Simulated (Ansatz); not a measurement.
## Electronic structure of C2H7FO3Si in real space

Input file:

```
crystal:
  periodic: [false, false, false]
  atoms:
    - { symbol: O, position_ang: [0.0584, -2.1565, 0.6187] }
    - { symbol: C, position_ang: [1.1702, -1.4002, 0.2324] }
    - { symbol: O, position_ang: [0.8297, -0.4527, -0.7842] }
    - { symbol: Si, position_ang: [0.2926, 1.0216, -0.3003] }
    - { symbol: O, position_ang: [0.1994, 1.9758, -1.6649] }
    - { symbol: C, position_ang: [-1.4376, 0.8482, 0.5304] }
    - { symbol: F, position_ang: [-1.9476, 2.0662, 0.77] }
    - { symbol: H, position_ang: [-0.0541, -2.7917, -0.0699] }
    - { symbol: H, position_ang: [1.6256, -0.9209, 1.1656] }
    - { symbol: H, position_ang: [1.9089, -2.1047, -0.1447] }
    - { symbol: H, position_ang: [1.1753, 1.6135, 0.673] }
    - { symbol: H, position_ang: [-0.2612, 1.6334, -2.3936] }
    - { symbol: H, position_ang: [-2.1903, 0.3087, -0.1143] }
    - { symbol: H, position_ang: [-1.3822, 0.3299, 1.5106] }
basis:
  gaussian: { orbitals: def2-SVP }
hamiltonian:
  xc: b3lyp
  dispersion: d4
relax:
  f_tol: 0.015
  max_steps: 40
output:
  orbitals: {}
```

Command:

```sh
ansatz run input.yaml --threads 2 --pin off --max-ram 3072MiB --backend cpu --events-out ev --progress --plain --runs-dir out
```

The fields are those of the relaxed geometry.

Method: RKS B3LYP-D4/def2-SVP in Ansatz.

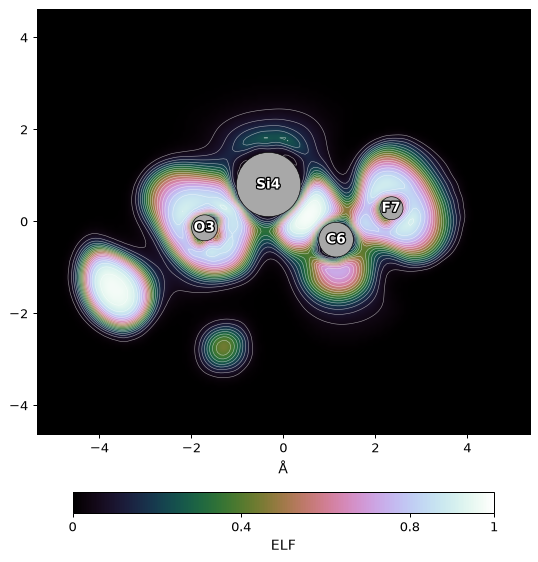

Figure 1. Electron localisation function on the plane of atoms O3, Si4 and C6. Grey discs cover the atomic cores.

Describe what can be read from this map.

Answer. The plane passes through O, Si, C and F nuclei. C–F (1.39 Å): the ELF peaks at about 0.85 between the atoms: a shared but strongly polarised pair. Si–O (1.68 Å): the ELF peaks at about 0.90 between the atoms, as expected for a shared but strongly polarised pair. C–Si (1.89 Å): the ELF peaks at about 1 between the atoms, as expected for a shared electron pair. The ELF also peaks beside O3 and F7, away from the bonds: lone-pair regions.

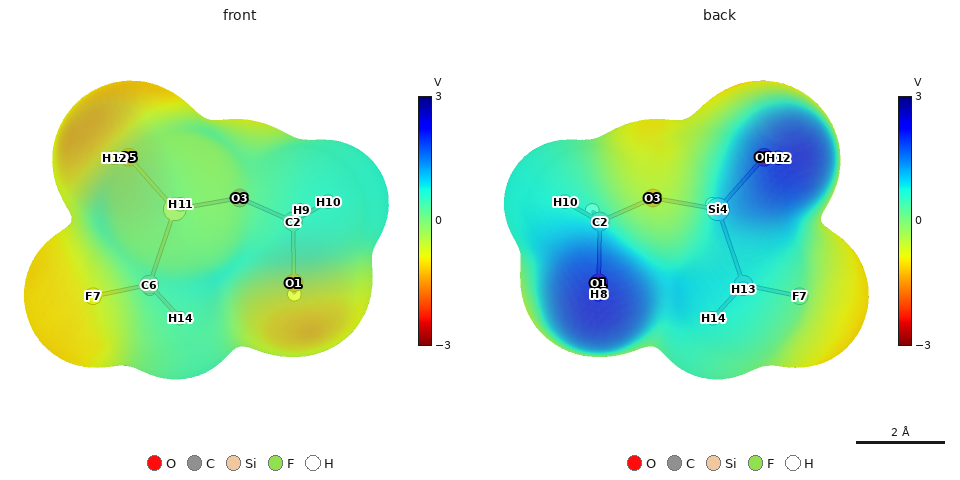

Figure 2. The electrostatic potential painted on the density surface at 0.001 e/bohr³, seen from the front and from behind; red is negative and blue positive.

Which sites attract a positive test charge, and which a negative one?

Answer. A positive charge is drawn to the negative regions and a negative charge to the positive ones. The most negative region (about −1.3 V) lies over O5, the most positive (about +2.1 V) over H8 and H12. O5 is the likeliest acceptor of a hydrogen bond.

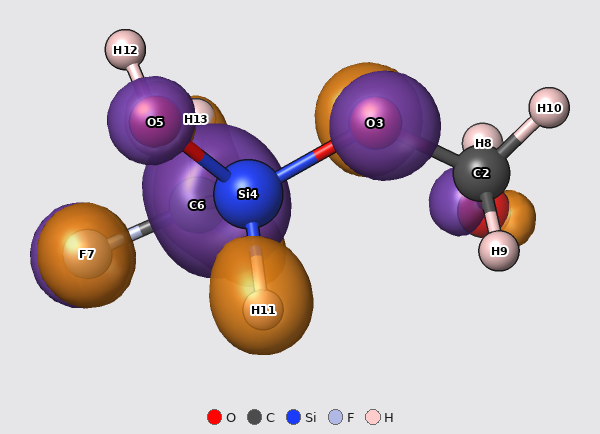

Figure 3. The HOMO at ±0.15 Å⁻³ᐟ² (orange and purple are the two phases), seen from one side.

Where does this orbital lie, and at what energy?

Answer. By Hirshfeld shares it lies mainly on C6 (about 25 %), F7 (about 20 %), O3 (about 20 %), Si4 (about 15 %), O5 (about 5 %) and H11 (about 5 %). Its energy is −7.73 eV.
